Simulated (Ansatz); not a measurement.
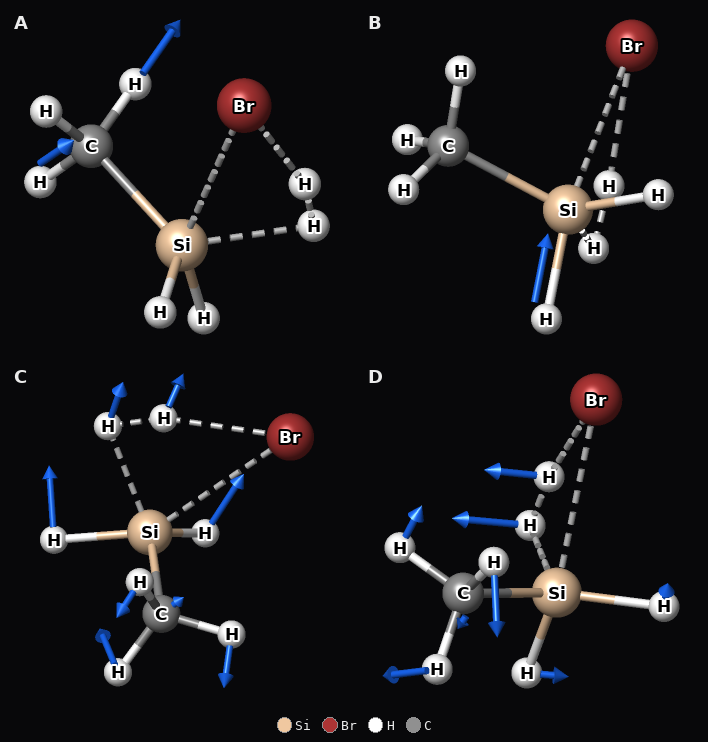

4 normal modes of one molecule or complex, as arrows. Broken sticks mark bonds that form or break. Harmonic vibrations computed with RKS PBE0-D4/def2-TZVP (Ansatz 0.2.0) at a stationary point of the same level. It is a saddle point of order 1.

Question: Match the panels to the wavenumbers 167 cm⁻¹, 883 cm⁻¹, 2141 cm⁻¹, 3139 cm⁻¹.

Answer: A: 3139 cm⁻¹
B: 2141 cm⁻¹
C: 883 cm⁻¹
D: 167 cm⁻¹
